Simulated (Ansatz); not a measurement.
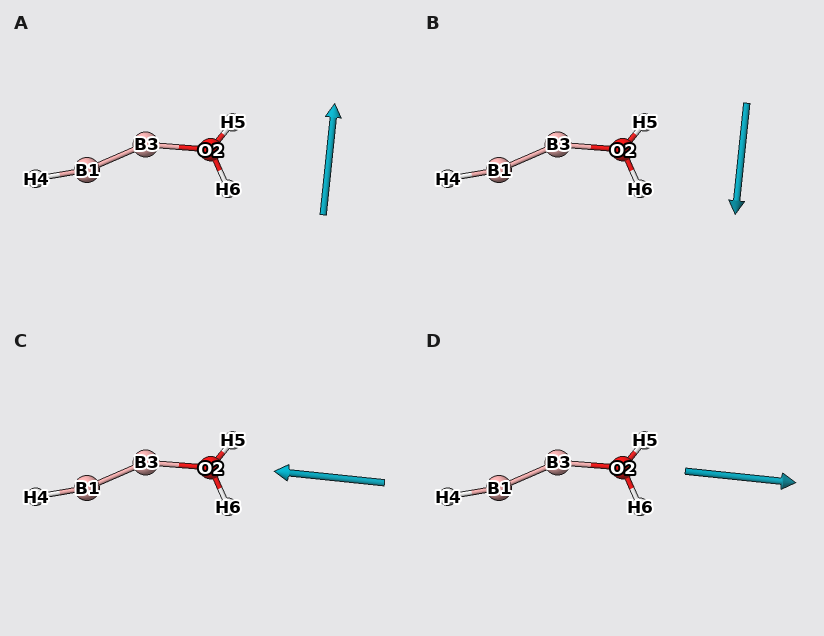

The same molecule four times, each with an arrow. Charge 0, doublet. The geometry was computed by an optimisation with PBE0-D4/def2-TZVP. No frequency run is at hand to confirm it as a minimum. Properties computed with UKS PBE0-D4/def2-TZVP (Ansatz 0.2.0).

**Which arrow points along the dipole moment, from the negative to the positive end?**

D. The dipole moment is 7.24 D; it points from the side of H4 to the side of H5, H6 (the outermost atoms at the two ends).
